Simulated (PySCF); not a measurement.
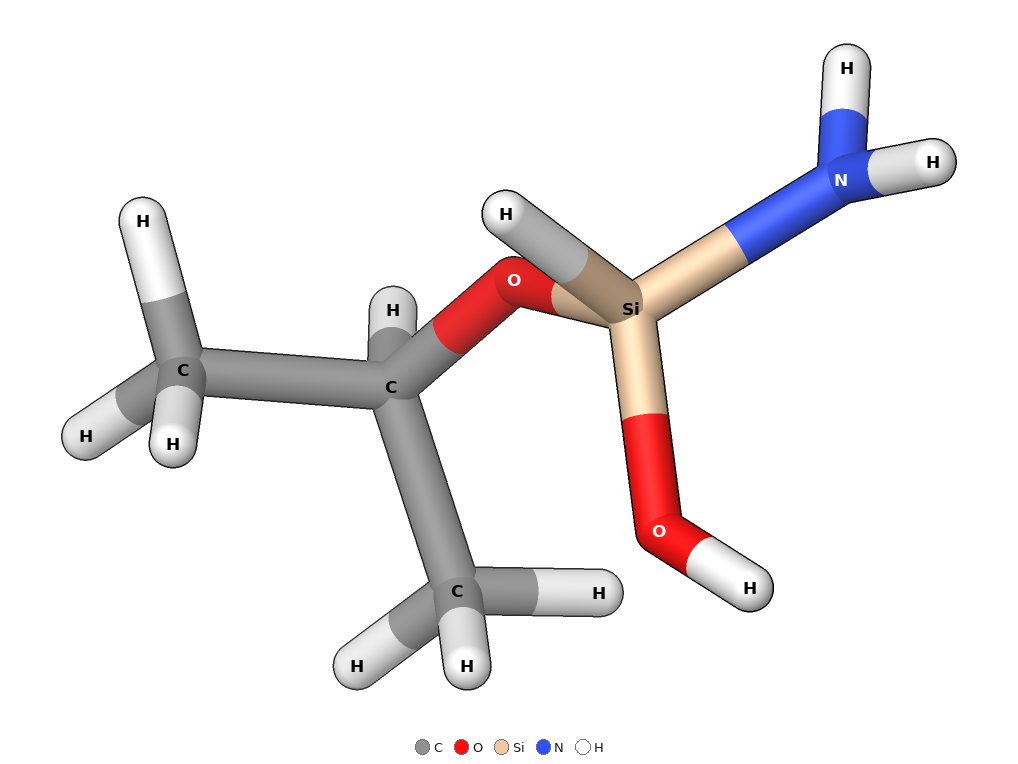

The species has charge +1 and is a spin doublet. The geometry was computed by an optimisation with GFN2-xTB. No frequency run is at hand to confirm it as a minimum. Properties computed with UKS B3LYP, pcH-1 on C H N O Si, non-relativistic (PySCF 2.14.0).

What is the ⟨S²⟩ of the determinant?

Answer. 0.756.

What is the isotropic g value?

Answer. 2.00685.

The geometry is semi-empirical. Around Si such bond lengths and angles can be off by a tenth of an ångström or more and by several degrees, and values that hang on the shape move with them.
